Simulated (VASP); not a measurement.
Band structure of Fe (bcc). Calculation: PBE GGA, VASP's PBE PAW potentials (set 64) (plane waves; VASP).

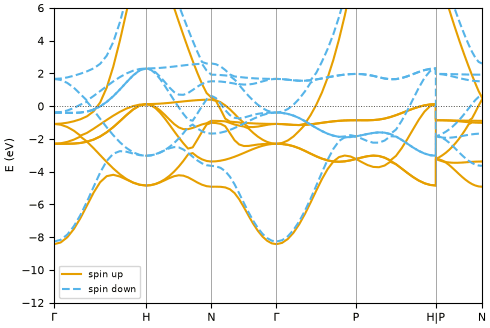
*Bands along high-symmetry lines, zero at the valence-band maximum or, without a gap, the Fermi level*

### Question
Read the plot: is there a gap, and where are the band edges?

### Answer
It has no gap at this level: it comes out as a metal or semimetal. (Edges off the drawn lines would not show.)

The compound is Fe in the bcc structure. It was relaxed first.
